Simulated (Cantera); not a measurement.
Input: 1 mol V, a varied amount of H2O, 19 mol N2, held at 1350 K and 0.133 bar.

Equilibrium computed with Cantera from the NASA thermochemical tables; the gas is ideal and each condensed phase is pure. Candidate condensed phases: H2O, V, VN, VO, V2O3, V2O4, V2O5; 28 gas species. Mutual solubility and eutectic melting of coexisting phases are not modelled. VN: taken at fixed stoichiometry. Condensed phases not in the tables: the oxides between V2O3 and V2O5 other than VO2, V2N. The numbers say what is thermodynamically allowed, not how fast it happens.

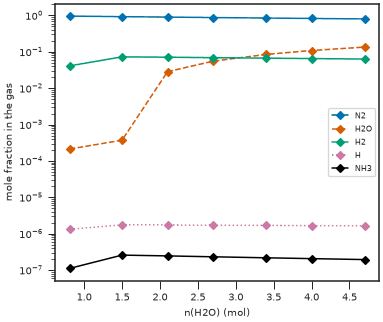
Fig. 1. Equilibrium gas composition (values under 1e-9 drawn at 1e-9)

From 0.81 mol H2O to 1.5 mol H2O the condensed part is VN(s) + V2O3(s). From 2.1 mol H2O to 4.7 mol H2O the condensed part is V2O3(s).
